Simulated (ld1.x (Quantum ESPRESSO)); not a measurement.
# A TM potential for Ti, from input to tests

Task: generate the file, and judge it by its errors in other configurations, its logarithmic derivatives, its ghosts and its cutoff.

The numbers are computed with ld1.x (Quantum ESPRESSO) 7.5 (LDA (PZ), fully relativistic, spin-unpolarised reference atom).

## Step 1: The design

The settings as typed:

```json
{
 "element": "titanium (Ti, Z = 22)",
 "type": "norm-conserving Troullier–Martins (Kleinman–Bylander form)",
 "frozen core": "[Ne] 3s2",
 "valence charge": "10",
 "reference configuration": "3p6 3d2 4s1 4p1",
 "partial waves": "3p (bound): rc 0.95 bohr; 3d (bound): rc 2.45 bohr; 4s (bound): rc 2.90 bohr",
 "occupied shells without a wave": "4p",
 "local potential": "the s channel",
 "core correction": "a·sin(br)/r model core inside 0.85 bohr"
}
```

## Step 2: Generating the potential

The input, Ti.in:

```
 &input
   title='Ti', zed=22., rel=2, dft='PZ', iswitch=3,
   config='[Ar] 3d2 4s1 4p1', rel_dist='average',
   nld=5, rlderiv=3.15, eminld=-5.0, emaxld=5.0, deld=0.02
 /
 &inputp
   pseudotype=2, tm=.true., lloc=0,
   nlcc=.true., rcore=0.85,
   file_pseudopw='Ti.UPF', file_wfcaegen='ae.wfc', file_wfcncgen='nc.wfc', file_beta='beta', file_chi='chi'
 /
3
3P  2  1   6.00   0.00  0.95  0.95  0.0
3D  3  2   2.00   0.00  2.45  2.45  0.0
4S  1  0   1.00   0.00  2.90  2.90  0.0
 &test
   configts(1)='3p6 3d2 4s1 4p1'
 /
```

Command:

```sh
$ ld1.x < Ti.in > Ti.out
```

The output, Ti.out (without the banner and most projector matrices):

```text
     Program LD1 v.7.5
     --------------------------- All-electron run ----------------------------

     Ti
     dirac relativistic calculation

     atomic number is 22.00
     dft =PZ   lsd =0 sic =0 latt =0  beta=0.20 tr2=1.0E-14
     Exchange-correlation= PZ
                           (   1   1   0   0   0   0   0)
     mesh =1177 r(mesh) = 100.37945 a.u. xmin = -7.00 dx = 0.01250
     1 Ry =  13.60569312 eV, c = 137.03599908

     n l j   nl                  e(Ry)          e(Ha)          e(eV)
     Spin orbit split results
     1 0 0.5 1S 1( 2.00)      -356.9557      -178.4779     -4856.6298
     2 0 0.5 2S 1( 2.00)       -39.4441       -19.7220      -536.6643
     2 1 0.5 2P 1( 2.00)       -33.0022       -16.5011      -449.0175
     2 1 1.5 2P 1( 4.00)       -32.5790       -16.2895      -443.2604
     3 0 0.5 3S 1( 2.00)        -4.6739        -2.3370       -63.5919
     3 1 0.5 3P 1( 2.00)        -2.9811        -1.4905       -40.5594
     3 1 1.5 3P 1( 4.00)        -2.9322        -1.4661       -39.8939
     3 2 1.5 3D 1( 0.80)        -0.4209        -0.2104        -5.7261
     3 2 2.5 3D 1( 1.20)        -0.4173        -0.2087        -5.6783
     4 0 0.5 4S 1( 1.00)        -0.3953        -0.1977        -5.3785
     4 1 0.5 4P 1( 0.33)        -0.1604        -0.0802        -2.1825
     4 1 1.5 4P 1( 0.67)        -0.1580        -0.0790        -2.1499
     Averaged results
     1 0     1S 1( 2.00)      -356.9557      -178.4779     -4856.6298
     2 0     2S 1( 2.00)       -39.4441       -19.7220      -536.6643
     2 1     2P 1( 6.00)       -32.7201       -16.3600      -445.1794
     3 0     3S 1( 2.00)        -4.6739        -2.3370       -63.5919
     3 1     3P 1( 6.00)        -2.9485        -1.4742       -40.1158
     3 2     3D 1( 2.00)        -0.4188        -0.2094        -5.6974
     4 0     4S 1( 1.00)        -0.3953        -0.1977        -5.3785
     4 1     4P 1( 1.00)        -0.1588        -0.0794        -2.1608

     final scf error:  5.5E-15 reached in  41 iterations

     Etot =   -1703.230130 Ry,    -851.615065 Ha,  -23173.626467 eV

     Ekin =    1718.873772 Ry,     859.436886 Ha,   23386.469055 eV
     Encl =   -4053.625321 Ry,   -2026.812660 Ha,  -55152.382150 eV
     Eh   =     711.544602 Ry,     355.772301 Ha,    9681.057504 eV
     Exc  =     -80.023183 Ry,     -40.011592 Ha,   -1088.770876 eV

     normalization and overlap integrals

     s(1S/1S) =  1.000000  <r> =   0.0697  <r2> =    0.0065  r(max) =   0.0455
     s(2S/2S) =  1.000000  <r> =   0.3257  <r2> =    0.1256  r(max) =   0.2682
     s(2P/2P) =  1.000000  <r> =   0.2885  <r2> =    0.1028  r(max) =   0.2169
     s(2P/2P) =  1.000000  <r> =   0.2912  <r2> =    0.1046  r(max) =   0.2196
     s(3S/3S) =  1.000000  <r> =   1.0089  <r2> =    1.1760  r(max) =   0.8685
     s(3P/3P) =  1.000000  <r> =   1.0816  <r2> =    1.3811  r(max) =   0.9016
     s(3P/3P) =  1.000000  <r> =   1.0900  <r2> =    1.4026  r(max) =   0.9016
     s(3D/3D) =  1.000000  <r> =   1.5658  <r2> =    3.2919  r(max) =   0.9719
     s(3D/3D) =  1.000000  <r> =   1.5714  <r2> =    3.3164  r(max) =   0.9719
     s(4S/4S) =  1.000000  <r> =   3.4048  <r2> =   13.3597  r(max) =   2.8475
     s(4P/4P) =  1.000000  <r> =   4.5719  <r2> =   24.4638  r(max) =   3.6563
     s(4P/4P) =  1.000000  <r> =   4.6055  <r2> =   24.8192  r(max) =   3.7023

     ------------------------ End of All-electron run ------------------------

     --------------------- Generating NC pseudopotential ---------------------

      Generating local pot.: lloc=0, matching radius rcloc =   2.9000

      Computing core charge for nlcc:

       r > 0.86 : true rho core
       r < 0.86 : rho core = a sin(br)/r    a=   3.88  b=   2.56

      Integrated core pseudo-charge :   3.52

     Fully relativistic calculation: |psi|^2

     Wfc 3P LC norm =  0.99980823 SC norm =  0.00019176 missing  0.00000001

     Wfc 3P LC norm =  0.99981060 SC norm =  0.00018937 missing  0.00000003

     Wfc 3D LC norm =  0.99989889 SC norm =  0.00010110 missing  0.00000001

     Wfc 3D LC norm =  0.99989942 SC norm =  0.00009950 missing  0.00000108

      Wfc   3P  rcut= 0.960  Using Troullier-Martins method

      Wfc   3P  rcut= 0.960  Using Troullier-Martins method

      Wfc   3D  rcut= 2.420  Using Troullier-Martins method

      Wfc   3D  rcut= 2.420  Using Troullier-Martins method

     ------------------- End of pseudopotential generation -------------------

     [... the all-electron block is printed once more ...]


     Computing logarithmic derivative in   3.16682

       Warning: n=2, l=1 expected 0 nodes, found 1
       Setting wfc to zero for this iteration
       (This warning will only be printed once per wavefunction)

     Computing logarithmic derivative in   3.16682
     Computing the partial wave expansion
       no projector for channel:   0
     R is outside the sphere for l=    1 j= 0.50
     R is outside the sphere for l=    1 j= 1.50
     R is outside the sphere for l=    2 j= 1.50
     R is outside the sphere for l=    2 j= 2.50

     ---------------------- Testing the pseudopotential ----------------------

     Ti
     dirac relativistic calculation

     atomic number is 22.00   valence charge is 10.00
     dft =PZ   lsd =0 sic =0 latt =0  beta=0.20 tr2=1.0E-14
     mesh =1177 r(mesh) = 100.37945 xmin = -7.00 dx = 0.01250

     n l  j  nl             e AE (Ry)       e PS (Ry)    De AE-PS (Ry)
     2 1 0.5 3P   1( 2.00)       -2.98106       -2.98100       -0.00006
     2 1 1.5 3P   1( 4.00)       -2.93215       -2.93225        0.00010
     3 2 1.5 3D   1( 0.80)       -0.42086       -0.42086       -0.00000
     3 2 2.5 3D   1( 1.20)       -0.41735       -0.41735        0.00000
     1 0 0.5 4S   1( 1.00)       -0.39532       -0.39532        0.00000
     3 1 0.5 4P   1( 0.33)       -0.16041       -0.12047       -0.03995  !
     3 1 1.5 4P   1( 0.67)       -0.15802       -0.11951       -0.03850  !

     eps = 5.8E-15  iter = 14

     Etot =   -1703.230130 Ry,    -851.615065 Ha,  -23173.626467 eV
     Etotps =   -77.214695 Ry,     -38.607347 Ha,   -1050.559439 eV

     Ekin =      39.834827 Ry,      19.917414 Ha,     541.980432 eV
     Encl =     -94.953094 Ry,     -47.476547 Ha,   -1291.902657 eV
     Ehrt =      57.480567 Ry,      28.740283 Ha,     782.062952 eV
     Ecxc =     -14.926995 Ry,      -7.463498 Ha,    -203.092117 eV
     (Ecc =      -2.804662 Ry,      -1.402331 Ha,     -38.159372 eV)
     Epseu=     -64.649999 Ry,     -32.325000 Ha,    -879.608049 eV

     ---------------------- End of pseudopotential test ----------------------
```

Run time: 2.1 s. Hardware: 1 thread, shared host. This counts the later configuration tests of the new file too.

## Step 3: Testing the new file in other configurations

The input, Ti.test.in:

```
 &input
   title='Ti', zed=22., rel=2, dft='PZ', iswitch=2,
   config='[Ar] 3d2 4s1 4p1', rel_dist='average'
 /
 &test
   file_pseudo='Ti.UPF', nconf=8,
   configts(1)='3p6 3d2 4s1 4p1',
   configts(2)='3p6 3d2 4s2 4p0',
   configts(3)='3p6 3d2 4s1 4p0',
   configts(4)='3p6 3d2 4s0 4p0',
   configts(5)='3p6 3d2.5 4s1.5 4p0',
   configts(6)='3p6 3d1 4s2 4p1',
   configts(7)='3p6 3d2 4s0 4p1',
   configts(8)='3p6 3d2 4s0 4p2'
 /
```

Command:

```sh
$ ld1.x < Ti.test.in > Ti.test.out
```

Ti.test.out, the pseudopotential blocks, each with the warnings that came before it:

```text
     Warning: n=2, l=1 expected 0 nodes, found 1
     ---------------------- Testing the pseudopotential ----------------------

     Ti
     dirac relativistic calculation

     atomic number is 22.00   valence charge is 10.00
     dft =PZ   lsd =0 sic =0 latt =0  beta=0.20 tr2=1.0E-14
     mesh =1177 r(mesh) = 100.37945 xmin = -7.00 dx = 0.01250

     n l  j  nl             e AE (Ry)       e PS (Ry)    De AE-PS (Ry)
     2 1 0.5 3P   1( 2.00)       -2.98106       -2.98100       -0.00006
     2 1 1.5 3P   1( 4.00)       -2.93215       -2.93225        0.00010
     3 2 1.5 3D   1( 0.80)       -0.42086       -0.42086       -0.00000
     3 2 2.5 3D   1( 1.20)       -0.41735       -0.41735        0.00000
     1 0 0.5 4S   1( 1.00)       -0.39532       -0.39532        0.00000
     3 1 0.5 4P   1( 0.33)       -0.16041       -0.12047       -0.03995  !
     3 1 1.5 4P   1( 0.67)       -0.15802       -0.11951       -0.03850  !

     eps = 6.0E-15  iter = 14

     Etot =   -1703.230130 Ry,    -851.615065 Ha,  -23173.626467 eV
     Etotps =   -77.214695 Ry,     -38.607347 Ha,   -1050.559439 eV

     Ekin =      39.834827 Ry,      19.917414 Ha,     541.980432 eV
     Encl =     -94.953094 Ry,     -47.476547 Ha,   -1291.902657 eV
     Ehrt =      57.480567 Ry,      28.740283 Ha,     782.062952 eV
     Ecxc =     -14.926995 Ry,      -7.463498 Ha,    -203.092117 eV
     (Ecc =      -2.804662 Ry,      -1.402331 Ha,     -38.159372 eV)
     Epseu=     -64.649999 Ry,     -32.325000 Ha,    -879.608048 eV

     ---------------------- End of pseudopotential test ----------------------

     ---------------------- Testing the pseudopotential ----------------------

     Ti
     [...]
     n l  j  nl             e AE (Ry)       e PS (Ry)    De AE-PS (Ry)
     2 1 0.5 3P   1( 2.00)       -2.88281       -2.84386       -0.03895  !
     2 1 1.5 3P   1( 4.00)       -2.83390       -2.79508       -0.03882  !
     3 2 1.5 3D   1( 0.80)       -0.33013       -0.29114       -0.03899  !
     3 2 2.5 3D   1( 1.20)       -0.32670       -0.28774       -0.03896  !
     1 0 0.5 4S   1( 2.00)       -0.33807       -0.31208       -0.02599  !
     3 1 0.5 4P   1( 0.00)       -0.11455       -0.06913       -0.04542  !
     3 1 1.5 4P   1( 0.00)       -0.11241       -0.06840       -0.04402  !

     eps = 5.5E-15  iter =  9

     Etot =   -1703.460628 Ry,    -851.730314 Ha,  -23176.762556 eV
     Etotps =   -77.474168 Ry,     -38.737084 Ha,   -1054.089752 eV
     dEtot_ae =      -0.230498 Ry
     dEtot_ps =      -0.259473 Ry,   Delta E=       0.028975 Ry

     [...]
     ---------------------- End of pseudopotential test ----------------------

     ---------------------- Testing the pseudopotential ----------------------

     Ti
     [...]
     n l  j  nl             e AE (Ry)       e PS (Ry)    De AE-PS (Ry)
     2 1 0.5 3P   1( 2.00)       -3.42426       -3.37514       -0.04911  !
     2 1 1.5 3P   1( 4.00)       -3.37536       -3.32642       -0.04895  !
     3 2 1.5 3D   1( 0.80)       -0.85777       -0.81275       -0.04502  !
     3 2 2.5 3D   1( 1.20)       -0.85417       -0.80919       -0.04497  !
     1 0 0.5 4S   1( 1.00)       -0.77908       -0.75756       -0.02152  !
     3 1 0.5 4P   1( 0.00)       -0.50052       -0.43223       -0.06829  !
     3 1 1.5 4P   1( 0.00)       -0.49684       -0.43078       -0.06606  !

     eps = 2.9E-16  iter =  9

     Etot =   -1702.906763 Ry,    -851.453381 Ha,  -23169.226829 eV
     Etotps =   -76.944768 Ry,     -38.472384 Ha,   -1046.886905 eV
     dEtot_ae =       0.323367 Ry
     dEtot_ps =       0.269926 Ry,   Delta E=       0.053441 Ry

     [...]
     ---------------------- End of pseudopotential test ----------------------

     ---------------------- Testing the pseudopotential ----------------------

     Ti
     [...]
     n l  j  nl             e AE (Ry)       e PS (Ry)    De AE-PS (Ry)
     2 1 0.5 3P   1( 2.00)       -4.05721       -4.00094       -0.05627  !
     2 1 1.5 3P   1( 4.00)       -4.00822       -3.95218       -0.05604  !
     3 2 1.5 3D   1( 0.80)       -1.46685       -1.42082       -0.04603  !
     3 2 2.5 3D   1( 1.20)       -1.46300       -1.41705       -0.04595  !
     1 0 0.5 4S   1( 0.00)       -1.24464       -1.25332        0.00868  !
     3 1 0.5 4P   1( 0.00)       -0.91098       -0.84978       -0.06120  !
     3 1 1.5 4P   1( 0.00)       -0.90557       -0.84770       -0.05787  !

     eps = 4.1E-16  iter =  7

     Etot =   -1701.892489 Ry,    -850.946244 Ha,  -23155.426929 eV
     Etotps =   -75.942204 Ry,     -37.971102 Ha,   -1033.246320 eV
     dEtot_ae =       1.337641 Ry
     dEtot_ps =       1.272491 Ry,   Delta E=       0.065151 Ry

     [...]
     ---------------------- End of pseudopotential test ----------------------

     ---------------------- Testing the pseudopotential ----------------------

     Ti
     [...]
     n l  j  nl             e AE (Ry)       e PS (Ry)    De AE-PS (Ry)
     2 1 0.5 3P   1( 2.00)       -2.74908       -2.70263       -0.04645  !
     2 1 1.5 3P   1( 4.00)       -2.70076       -2.65449       -0.04626  !
     3 2 1.5 3D   1( 1.00)       -0.22815       -0.19069       -0.03746  !
     3 2 2.5 3D   1( 1.50)       -0.22506       -0.18765       -0.03741  !
     1 0 0.5 4S   1( 1.50)       -0.30774       -0.28606       -0.02168  !
     3 1 0.5 4P   1( 0.00)       -0.09921       -0.06235       -0.03686  !
     3 1 1.5 4P   1( 0.00)       -0.09737       -0.06169       -0.03568  !

     eps = 9.5E-15  iter = 12

     Etot =   -1703.436843 Ry,    -851.718421 Ha,  -23176.438937 eV
     Etotps =   -77.443143 Ry,     -38.721571 Ha,   -1053.667633 eV
     dEtot_ae =      -0.206713 Ry
     dEtot_ps =      -0.228448 Ry,   Delta E=       0.021735 Ry

     [...]
     ---------------------- End of pseudopotential test ----------------------

     ---------------------- Testing the pseudopotential ----------------------

     Ti
     [...]
     n l  j  nl             e AE (Ry)       e PS (Ry)    De AE-PS (Ry)
     2 1 0.5 3P   1( 2.00)       -3.33156       -3.36344        0.03188  !
     2 1 1.5 3P   1( 4.00)       -3.28088       -3.31285        0.03197  !
     3 2 1.5 3D   1( 0.40)       -0.70489       -0.70961        0.00472
     3 2 2.5 3D   1( 0.60)       -0.70067       -0.70543        0.00476
     1 0 0.5 4S   1( 2.00)       -0.46626       -0.46741        0.00115
     3 1 0.5 4P   1( 0.33)       -0.19595       -0.13801       -0.05794  !
     3 1 1.5 4P   1( 0.67)       -0.19274       -0.13683       -0.05591  !

     eps = 5.7E-15  iter = 16

     Etot =   -1703.106836 Ry,    -851.553418 Ha,  -23171.948962 eV
     Etotps =   -77.087204 Ry,     -38.543602 Ha,   -1048.824841 eV
     dEtot_ae =       0.123294 Ry
     dEtot_ps =       0.127491 Ry,   Delta E=      -0.004196 Ry

     [...]
     ---------------------- End of pseudopotential test ----------------------

     ---------------------- Testing the pseudopotential ----------------------

     Ti
     [...]
     n l  j  nl             e AE (Ry)       e PS (Ry)    De AE-PS (Ry)
     2 1 0.5 3P   1( 2.00)       -3.51267       -3.51509        0.00242
     2 1 1.5 3P   1( 4.00)       -3.46374       -3.46635        0.00261
     3 2 1.5 3D   1( 0.80)       -0.93821       -0.94251        0.00430
     3 2 2.5 3D   1( 1.20)       -0.93453       -0.93883        0.00430
     1 0 0.5 4S   1( 0.00)       -0.82820       -0.83402        0.00582  !
     3 1 0.5 4P   1( 0.33)       -0.54550       -0.48499       -0.06052  !
     3 1 1.5 4P   1( 0.67)       -0.54173       -0.48338       -0.05835  !

     eps = 1.6E-15  iter = 12

     Etot =   -1702.623957 Ry,    -851.311978 Ha,  -23165.379061 eV
     Etotps =   -76.606638 Ry,     -38.303319 Ha,   -1042.286406 eV
     dEtot_ae =       0.606173 Ry
     dEtot_ps =       0.608057 Ry,   Delta E=      -0.001884 Ry

     [...]
     ---------------------- End of pseudopotential test ----------------------

     ---------------------- Testing the pseudopotential ----------------------

     Ti
     [...]
     n l  j  nl             e AE (Ry)       e PS (Ry)    De AE-PS (Ry)
     2 1 0.5 3P   1( 2.00)       -3.07004       -3.11263        0.04259  !
     2 1 1.5 3P   1( 4.00)       -3.02111       -3.06389        0.04278  !
     3 2 1.5 3D   1( 0.80)       -0.50221       -0.54335        0.04114  !
     3 2 2.5 3D   1( 1.20)       -0.49862       -0.53971        0.04110  !
     1 0 0.5 4S   1( 0.00)       -0.44317       -0.46645        0.02327  !
     3 1 0.5 4P   1( 0.67)       -0.19692       -0.16174       -0.03519  !
     3 1 1.5 4P   1( 1.33)       -0.19424       -0.16057       -0.03367  !

     eps = 7.9E-15  iter = 15

     Etot =   -1702.987757 Ry,    -851.493878 Ha,  -23170.328812 eV
     Etotps =   -76.923993 Ry,     -38.461997 Ha,   -1046.604244 eV
     dEtot_ae =       0.242373 Ry
     dEtot_ps =       0.290701 Ry,   Delta E=      -0.048328 Ry

     [...]
     ---------------------- End of pseudopotential test ----------------------
```

The tests as a table, with energies relative to 3p6 3d2 4s1 4p1.

```csv
valence configuration,charge,ΔE all-electron (eV),error AE − PS (meV)
3p6 3d2 4s2 4p0,0,-3.136,+394
3p6 3d2 4s1 4p0,+1,4.400,+727
3p6 3d2 4s0 4p0,+2,18.200,+886
3p6 3d2.5 4s1.5 4p0,0,-2.812,+296
3p6 3d1 4s2 4p1,0,1.678,-57
3p6 3d2 4s0 4p1,+1,8.247,-26
3p6 3d2 4s0 4p2,0,3.298,-658
```

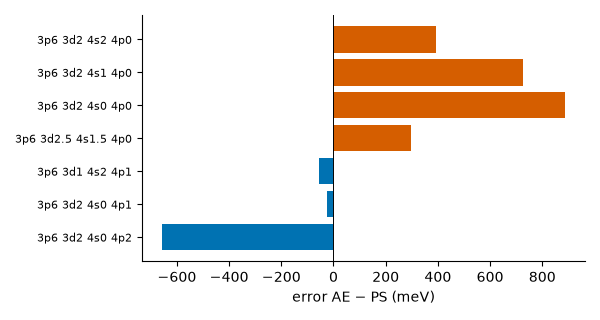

Error of the potential in each test configuration.

## Step 4: Does it scatter like the atom?

Taken from the files of the generation run. The phase is arctan(r·u′/u) with u = r·R, unwrapped, with energies in Ry. A pole is an energy at which the radial function vanishes at the test radius. The pseudo phase is shifted by a multiple of π to meet the all-electron one at the reference energy. Levels narrower than the energy grid can be missing from the poles. n/a: a narrow level or a reset projector energy made the automatic matching unsafe. The last column is the largest difference on the grid between −1 and +1 Ry.

| channel | radius (bohr) | reference (Ry) | poles AE | poles PS | window around the reference with phases within 0.05 rad (Ry) | largest difference near zero (rad) |
| --- | --- | --- | --- | --- | --- | --- |
| s | 3.17 | -0.40 | 0.85 | 0.78, 4.37 | n/a | n/a |
| p1/2 | 3.17 | -2.98 | -2.97, 1.55 | -2.97, 2.59 | below -0.8 | 0.900 |
| p3/2 | 3.17 | -2.93 | -2.92, 1.58 | -2.92, 2.61 | below -0.8 | 0.889 |
| d3/2 | 3.17 | -0.42 | -0.30, 2.80 | -0.29, 4.06 | below 0.3 | 0.587 |
| d5/2 | 3.17 | -0.42 | -0.29, 2.81 | -0.29, 4.06 | below 0.3 | 0.581 |

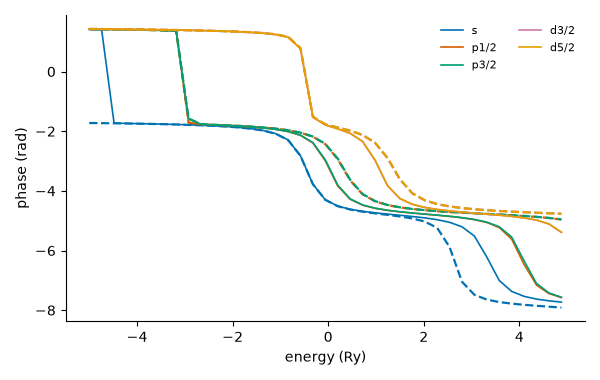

All-electron (solid) and pseudo (dashed) phases against energy.

## Step 5: Plane-wave convergence, by spherical Bessel functions

This step uses the generator's waves and projectors in a separate script. Basis: spherical Bessel functions vanishing at 20 bohr, q² up to the cutoff; potential fixed at the reference.

All-electron valence levels (Ry): 3p1/2 -2.9811, 4p1/2 -0.1604, 3p3/2 -2.9322, 4p3/2 -0.1580, 3d3/2 -0.4209, 3d5/2 -0.4173, 4s -0.3953. The lowest levels of each channel (Ry) by cutoff; the last column sums, over occupied levels, occupation times the distance from the level at 400 Ry. A positive value at high cutoff is not a bound level.

| cutoff (Ry) | p1/2 #1 | p1/2 #2 | p3/2 #1 | p3/2 #2 | d3/2 #1 | d5/2 #1 | s #1 | f #1 | Σ f·Δε (mRy) |
| --- | --- | --- | --- | --- | --- | --- | --- | --- | --- |
| 8 | -1.1164 | -0.0823 | -1.1299 | -0.0825 | 0.0127 | 0.0127 | -0.3934 | 0.0887 | 11840.7 |
| 15 | -2.4524 | -0.1151 | -2.4356 | -0.1144 | 0.0026 | 0.0025 | -0.3952 | 0.0887 | 3891.8 |
| 21 | -2.8093 | -0.1186 | -2.7745 | -0.1177 | -0.1742 | -0.1736 | -0.3952 | 0.0887 | 1466.0 |
| 35 | -2.9683 | -0.1203 | -2.9200 | -0.1194 | -0.4098 | -0.4065 | -0.3953 | 0.0887 | 96.4 |
| 45 | -2.9694 | -0.1203 | -2.9208 | -0.1194 | -0.4203 | -0.4168 | -0.3953 | 0.0887 | 69.8 |
| 60 | -2.9731 | -0.1204 | -2.9248 | -0.1194 | -0.4207 | -0.4172 | -0.3953 | 0.0887 | 45.9 |
| 80 | -2.9792 | -0.1204 | -2.9306 | -0.1195 | -0.4208 | -0.4173 | -0.3953 | 0.0887 | 10.3 |
| 90 | -2.9802 | -0.1204 | -2.9315 | -0.1195 | -0.4208 | -0.4173 | -0.3953 | 0.0887 | 4.6 |
| 110 | -2.9808 | -0.1205 | -2.9320 | -0.1195 | -0.4209 | -0.4173 | -0.3953 | 0.0887 | 1.3 |
| 140 | -2.9808 | -0.1205 | -2.9321 | -0.1195 | -0.4209 | -0.4173 | -0.3953 | 0.0887 | 1.1 |
| 160 | -2.9809 | -0.1205 | -2.9322 | -0.1195 | -0.4209 | -0.4173 | -0.3953 | 0.0887 | 0.5 |
| 200 | -2.9810 | -0.1205 | -2.9322 | -0.1195 | -0.4209 | -0.4173 | -0.3953 | 0.0887 | 0.1 |
| 400 | -2.9810 | -0.1205 | -2.9322 | -0.1195 | -0.4209 | -0.4173 | -0.3953 | 0.0887 | 0.0 |

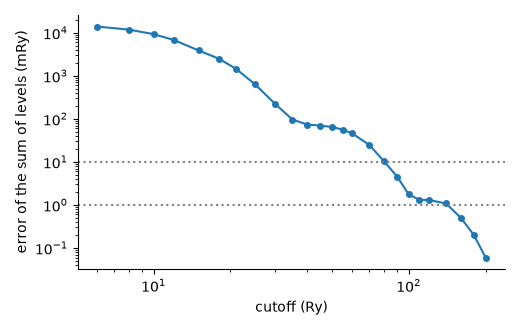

Occupation-weighted error of the valence levels against the cutoff; the dotted lines mark 10 and 1 mRy.

The sum stays within 10 mRy from 90 Ry and within 1 mRy from 160 Ry. The sum leaves out empty levels, which can need more. Ghost test: no level below the all-electron spectrum of its channel (p1/2, p3/2, d3/2, d5/2, s, f tested).

## Step 6: What came out

```
                                                quantity                          value
               cutoffs for 10 and 1 mRy, occupied levels               90 Ry and 160 Ry
                                            bound ghosts                     none found
                       largest miss of a reference level                   544 meV (4p)
                            largest test error (AE − PS)  +886 meV, for 3p6 3d2 4s0 4p0
largest phase difference near zero energy, channels read                      0.900 rad
```

Already in the reference configuration the 4p level is off by 544 meV; it has no partial wave or projector of its own. The worst unpolarised test, 3p6 3d2 4s0 4p0, is off by 886 meV on 18.2 eV; by total energies transferability rates as poor. The potential is hard: the looser tolerance needs 90 Ry. The slowest occupied level is 3p: taken alone it needs 90 Ry to come within 1 mRy, against 45 Ry for 3d. It is free of bound ghosts as far as tested. Near zero energy the largest phase difference among the channels read is 0.90 rad, in the p1/2 channel.
